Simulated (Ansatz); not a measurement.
Band structure of HfBRh3 (Pm-3m, 5 atoms in the cell).

```yaml
crystal:
  lattice:
    - [4.09526, 0.00000, 0.00000]
    - [0.00000, 4.09526, 0.00000]
    - [0.00000, 0.00000, 4.09526]
  atoms:
    - { symbol: Hf, position: [0.00000, 0.00000, 0.00000] }
    - { symbol: B, position: [0.50000, 0.50000, 0.50000] }
    - { symbol: Rh, position: [0.00000, 0.50000, 0.50000] }
    - { symbol: Rh, position: [0.50000, 0.00000, 0.50000] }
    - { symbol: Rh, position: [0.50000, 0.50000, 0.00000] }
```

Method of the run: PBEsol, PAW files made with PBE (plane waves; Ansatz, an electronic-structure program).

Settings: basis.ecutwfc = 420 eV; kpoints.mp_grid.grid = 6 6 6; hamiltonian.xc = pbesol; hamiltonian.pseudopotentials = {kind: paw} (the program's default PAW files); scf.occupations.method = gaussian; scf.occupations.width = 0.05 eV; kpoints.band_path.npoints = 8.

The starting cell comes from a database of computed structures (which also holds hypothetical and non-ambient phases and stackings), without a prior relaxation at this level. Spin-orbit coupling is off. Spin polarisation is off.

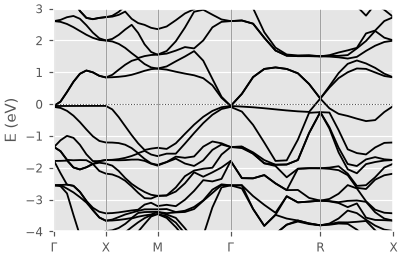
*Bands along the path, energies from the Fermi level.*

Levels in eV from the Fermi level, bands 37 to 44:
```csv
point,37,38,39,40,41,42,43,44
Γ,-1.35,-1.35,-0.09,-0.06,-0.06,-0.06,2.61,2.61
X,-1.76,-1.76,-1.20,-0.06,0.84,0.84,2.00,2.00
M,-1.93,-1.91,-1.63,-1.37,1.12,1.12,1.55,1.55
R,-0.25,-0.25,-0.25,0.18,0.18,0.18,1.50,1.50
```

Bands cross the Fermi level along this path, so the cell is metallic at this level.

Keys are those of Ansatz 0.2.
